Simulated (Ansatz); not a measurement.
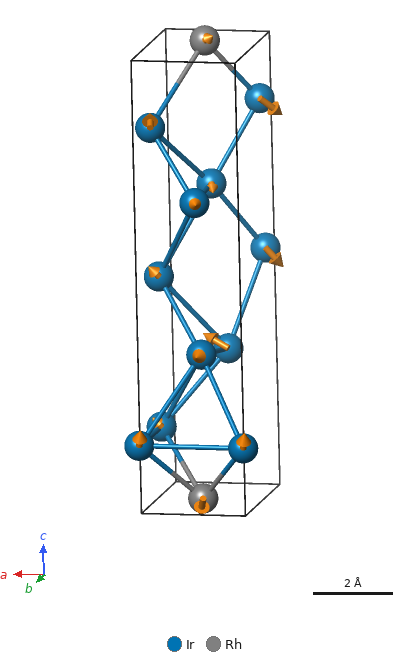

This is a relaxation of crystalline Ir5Rh (a generated structure, set up in P1) (coarse preliminary run). The starting structure is drawn; orange arrows show the displacements (the part carried along by the change of the cell is left out), magnified 2 times.

A ball-and-stick model of the cell of the calculation, seen from a free direction.

Computed with Ansatz 0.2.0, DFT PBE, scalar-relativistic, plane waves, PAW.

The input:
```yaml
crystal:
  lattice:
    - [2.6909408258, 0.0155508915, 0.0316155761]
    - [0.0311017829, 5.4175684394, 0.0268144812]
    - [0.1340815016, 0.0568600409, 11.7472720636]
  atoms:
    - { symbol: Ir, position: [-0.0156093078, 0.5463129534, 0.8198402231] }
    - { symbol: Ir, position: [0.0949728777, 1.0392199266, 0.8546757547] }
    - { symbol: Ir, position: [-0.0393710876, 0.4862588177, 0.1558620427] }
    - { symbol: Ir, position: [0.0143859335, 0.9761735894, 0.1476899417] }
    - { symbol: Ir, position: [0.3748390565, 0.2658202284, 0.3168549483] }
    - { symbol: Ir, position: [0.4881523779, 0.708040792, 0.3329759089] }
    - { symbol: Ir, position: [0.0800719299, 0.016263232, 0.5230791748] }
    - { symbol: Ir, position: [0.9556817348, 0.4824039777, 0.4872626143] }
    - { symbol: Ir, position: [0.5147717977, 0.2281921546, 0.6774538895] }
    - { symbol: Ir, position: [0.516467666, 0.7201859132, 0.6686154681] }
    - { symbol: Rh, position: [0.5443476827, 0.2347823093, -0.0064330187] }
    - { symbol: Rh, position: [0.4712893388, 0.7963461058, 0.0221230526] }
basis:
  ecutwfc: 420
kpoints:
  mp_grid: { grid: [8, 4, 2] }
hamiltonian:
  xc: pbe
scf:
  occupations: { method: gaussian, width: 0.2 }
  lower_state_search: "off"
output:
  forces: true
  stress: true
  eigenvalues: true
relax:
  adjacent_minimum: "off"
  f_tol: 0.025
  max_steps: 60
  cell: { stress_tol: 0.25 }
```

Command:
```bash
ansatz run input.yaml --threads 1 --pin off --max-ram 2560MiB --backend cpu --events-out ev --progress --plain --runs-dir out
```

### Describe the change and its energy.

The atom that moves furthest relative to the cell is Ir2 (0.42 Å roughly along [−3 −2 −1]). Largest moves by element: Ir 0.42 Å, Rh 0.37 Å. The volume changes by +1.2 %, with a 2.691 → 2.740 Å (+1.8 %), b 5.418 → 5.480 Å (+1.1 %), c 11.748 → 11.542 Å (−1.8 %), α 89.4° → 90.0°, β 88.7° → 90.0°, γ 89.3° → 90.0°. Among the contacts that change: Ir5–Ir7 3.375 → 2.740 Å, Ir4–Rh12 2.134 → 2.733 Å, Ir2–Ir10 3.238 → 2.718 Å, Ir6–Ir7 3.258 → 2.740 Å. The space group (tolerance 0.01 Å) goes from P1 (No. 1) to P4/mmm (No. 123). Over 4 accepted moves (5 points after the start) the energy falls by 591 meV per atom. The largest force component goes from 10 to 0.0045 eV/Å. Pressure: 29.90 GPa at the start and 0.00 GPa at the end. At 1 point the geometry stayed and the basis and grid were re-selected for the new cell (energy shift of 0.1 meV per atom at most each time). Cost: 4.2 min on 1 thread of Intel(R) Xeon(R) 6975P-C (Granite Rapids) (shared host), peak memory 0.83 GiB.
